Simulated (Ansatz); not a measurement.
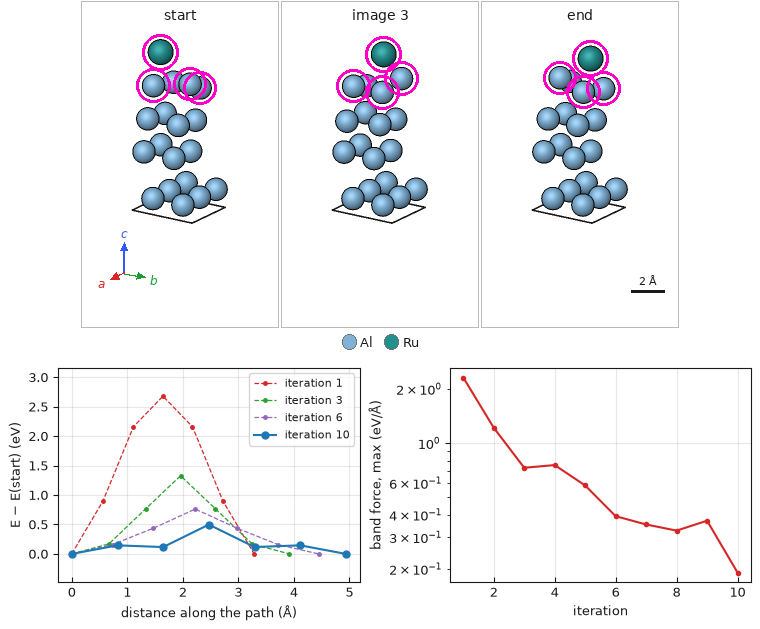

A search for the minimum-energy path of Ru on Al(111) (17 atoms in the cell) by the nudged elastic band. Images are numbered from 0 (start) to 6 (end). The plot follows the band through its iterations. Style: spheres-only. Shown: the simulation cell, with the vacuum cut short (origin moved), slightly off an axis. The atoms that move most are ringed.

Level of theory: Ansatz 0.2.0, DFT r2SCAN-D3(BJ), scalar-relativistic, plane waves, PAW. Run with plane-wave cutoff 500 eV; k-point mesh 3 × 3 × 1; Gaussian smearing 0.15 eV; 4 atoms held fixed; 5 movable images; climbing image; force threshold 0.05 eV/Å; iteration limit 10; starting path by image-dependent pair potential.

How did the profile develop, and is the result final?

The result isn't final. The band hadn't converged when the run stopped after 10 iterations. The largest component of the band force went from 2.3 to 0.19 eV/Å. The barrier read from it is provisional: over the last two iterations the highest image moved from 0.63 eV to 0.50 eV. The first iteration put the highest image at 2.68 eV. The two ends have the same energy, and the highest point, image 3, lies 0.50 eV above the start. The profile has 3 maxima (images 1, 3, 5) with a dip at image 2, 4 (+0.12 eV, +0.12 eV), which on an unconverged band is provisional.

Limits of the set-up: the periodic images lie only 5.7 Å apart, so the values are limited by the cell's size.

PAW datasets: the set soft_1.
